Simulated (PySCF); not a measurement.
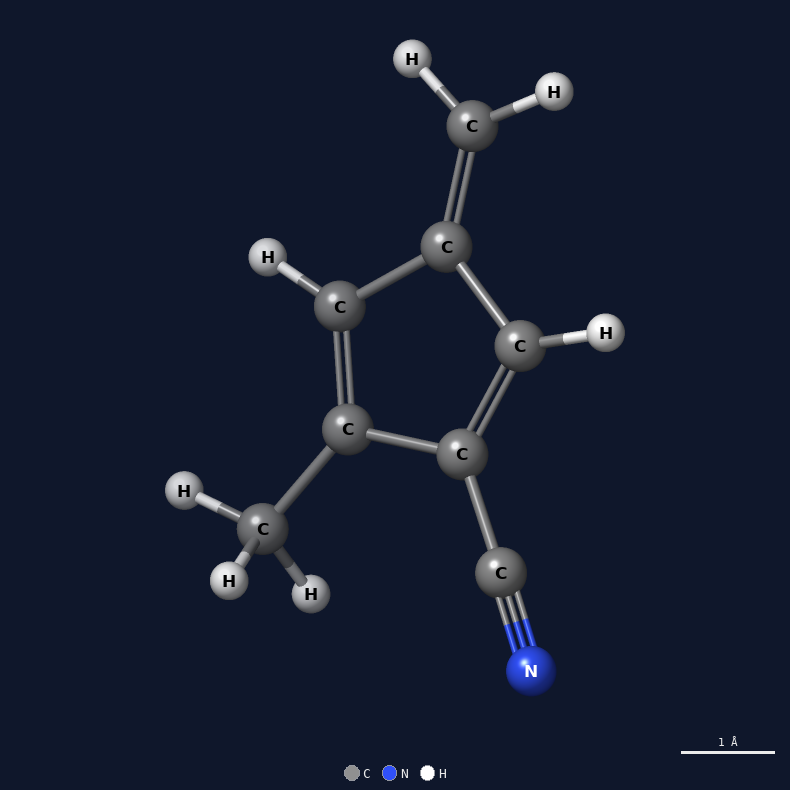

A ball-and-stick model of a molecule.

The geometry was computed by an optimisation with GFN2-xTB. No frequency run is at hand to confirm it as a minimum.

Which formula does it have?

Answer. C8H7N, 16 atoms: 8 carbon, 7 hydrogen and 1 nitrogen.

Give the symmetry (Schoenflies symbol).

Answer. Cs.

More results for the same structure follow; atom numbers are the same in all pictures, views and colours differ.

## Shape

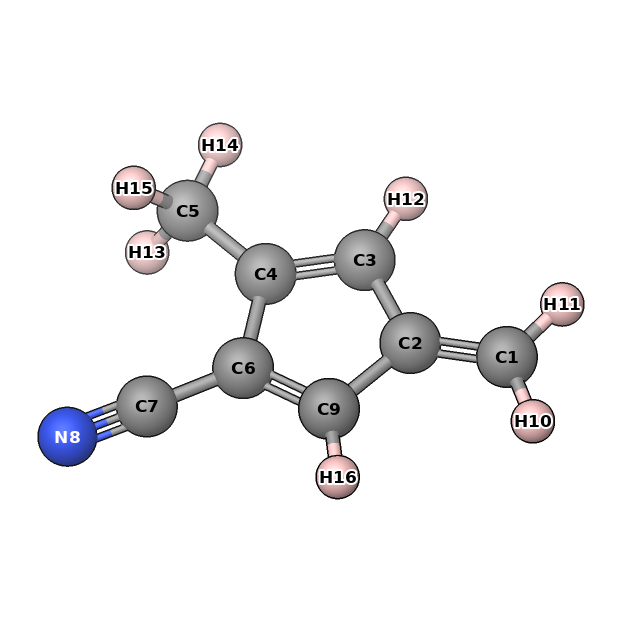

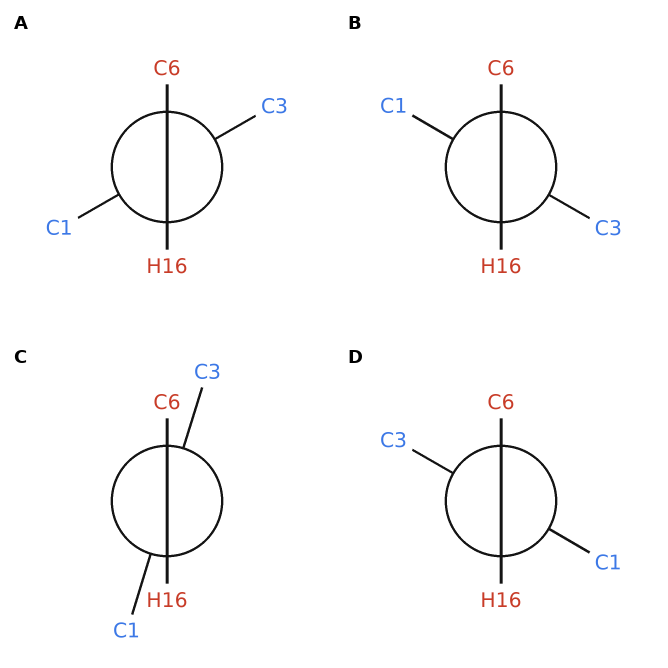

Depth is shown by fading: the farther an atom, the more it takes the colour of the background. Bonds that would overlap in a projection are set slightly apart. No frequency run is at hand to confirm it as a minimum.

Which Newman projection shows the view along C9–C2, with C9 in front?

Answer. C. The torsion angle C6–C9–C2–C1 is 180°, antiperiplanar (anti).

## Dipole moment

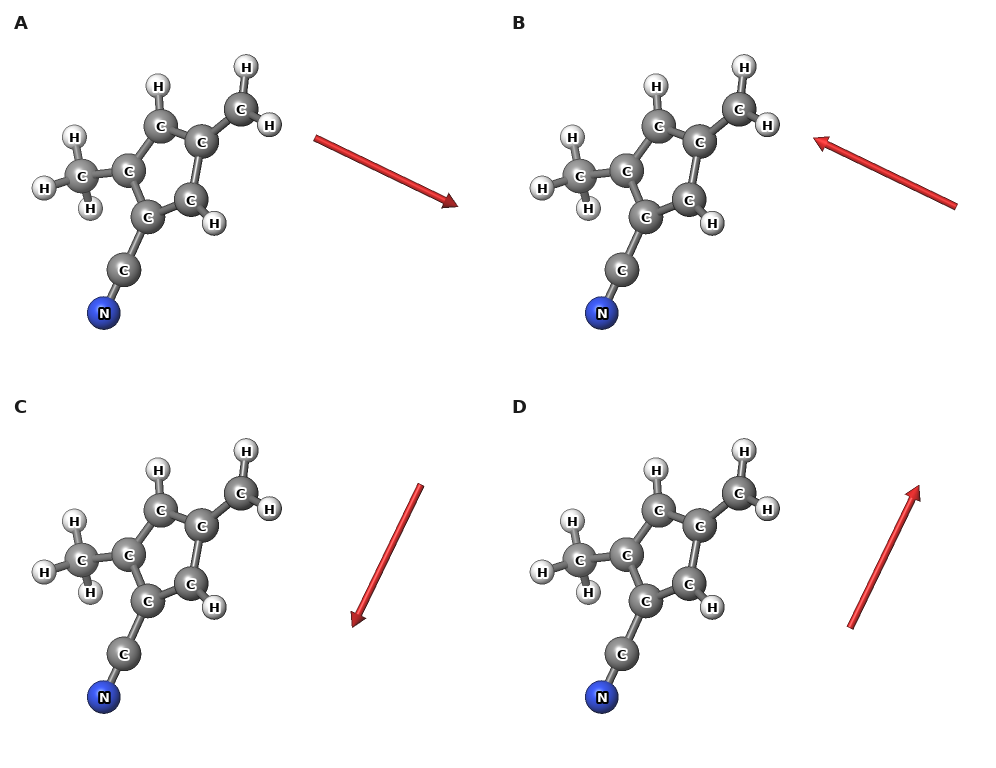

The same molecule four times, each with an arrow. No frequency run is at hand to confirm it as a minimum. Properties computed with PBE0/pcSseg-1, gas phase (PySCF 2.14.0).

Which arrow points along the dipole moment, from the negative to the positive end?

Answer. D. The dipole moment is 4.80 D.

## NMR shielding

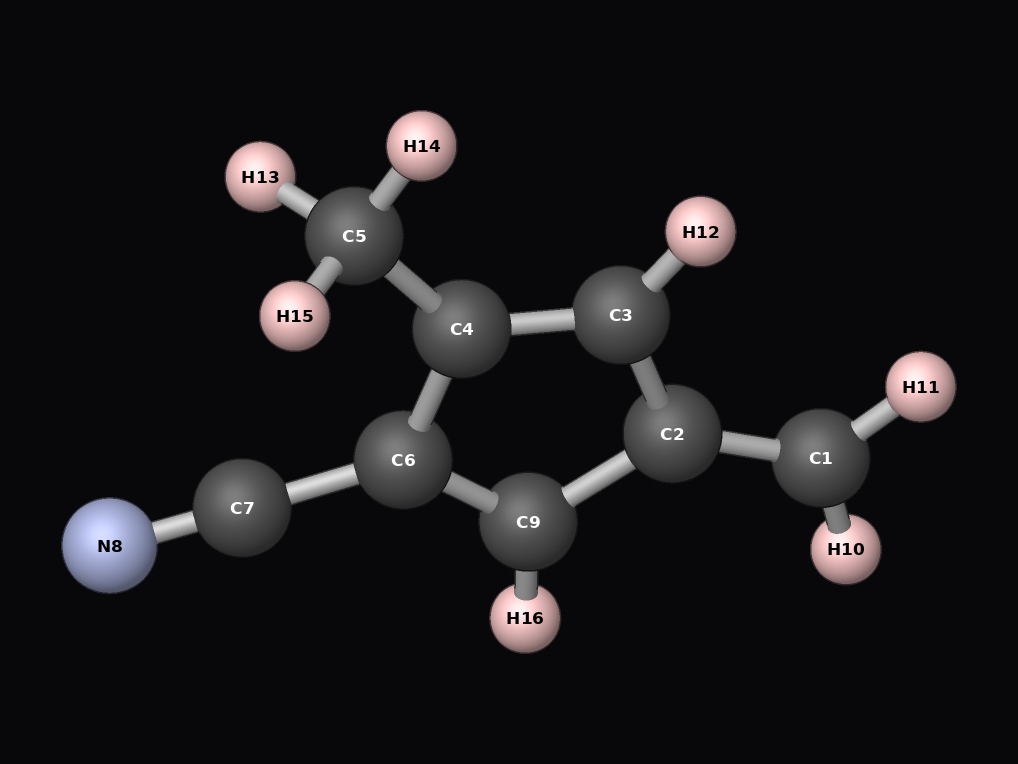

No frequency run is at hand to confirm it as a minimum. Method: GIAO PBE0/pcSseg-1 NMR shielding, non-relativistic, gas phase (PySCF 2.14.0). Principal shieldings σ11 ≤ σ22 ≤ σ33, span Ω = σ33 − σ11, skew κ = 3(σiso − σ22)/Ω.

Which C atom has the most anisotropic shielding?

Answer. C7, with a span of 344 ppm.

Give the shielding tensors of the C atoms.

```
atom    σ11    σ22    σ33   σiso      Ω      κ
  C1  −44.7   32.0  162.4   49.9  207.1   0.26
  C2  −74.9   22.0  140.0   29.0  214.9   0.10
  C3  −31.2   78.0  136.3   61.0  167.6  −0.30
  C4  −68.0   33.8  135.2   33.6  203.1   0.00
  C5  158.2  166.2  185.1  169.8   27.0   0.41
  C6  −33.1   80.9  135.7   61.2  168.8  −0.35
  C7  −51.2  −43.0  292.4   66.1  343.6   0.95
  C9  −67.4   51.9  141.0   41.8  208.4  −0.14
```

Shieldings and span in ppm.

## Ring current

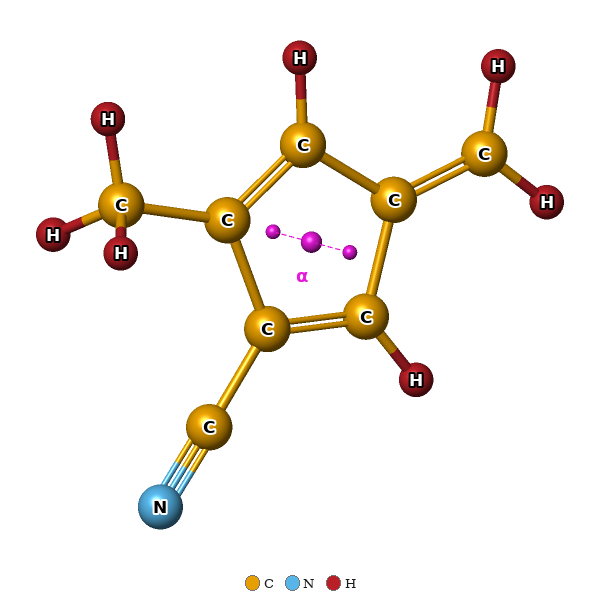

The small points mark where nucleus-independent chemical shifts (NICS) were computed: at the centre of each lettered ring and 1 Å above and below it. No frequency run is at hand to confirm it as a minimum. Level of theory: GIAO PBE0/pcSseg-1 NMR shielding, non-relativistic, gas phase (PySCF 2.14.0).

Give NICS(0), NICS(1) and the out-of-plane component NICS(1)zz for each ring (means of the two sides).

```csv
ring,members,NICS(0),NICS(1),NICS(1)zz
α,C5,−0.9,−4.5,−5.1
```

Values in ppm.

What do the values say about the ring currents?

Answer. Ring α: weak, as in a non-aromatic ring. NICS is one index among several.

## Excitation

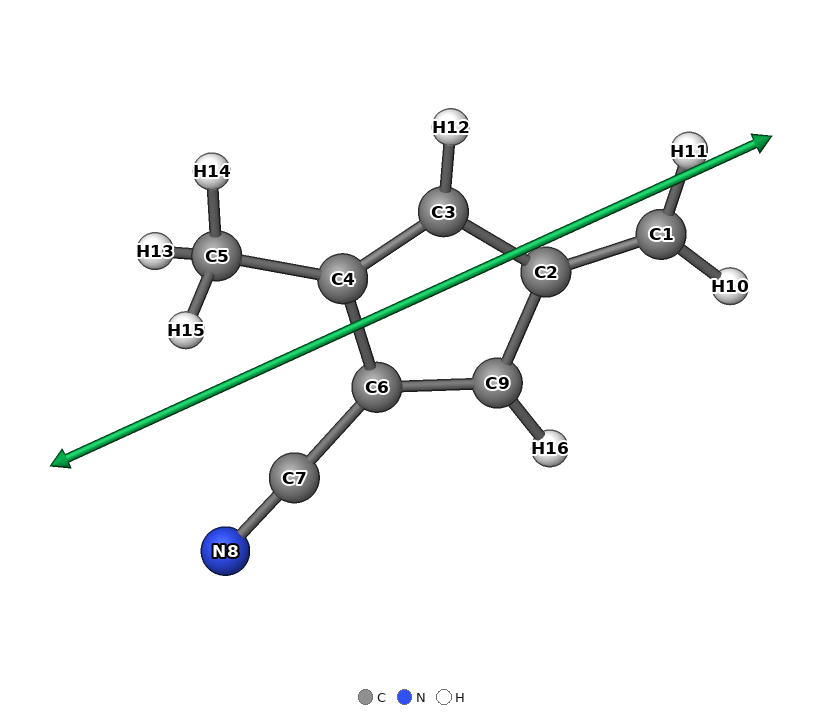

The double arrow shows the direction of the transition dipole to excited singlet state 2 (its length means nothing). No frequency run is at hand to confirm it as a minimum. Level of theory: TDDFT PBE0/def2-SVPD, vertical, gas phase, core orbitals frozen in the response (PySCF 2.14.0).

How is the transition polarised?

Answer. Nearly parallel to the C1–C2 bond.

Give its energy, strength and character.

Answer. 4.85 eV (256 nm), oscillator strength 0.38, mainly HOMO−1 → LUMO (weight 0.87); transition dipole 4.57 D.
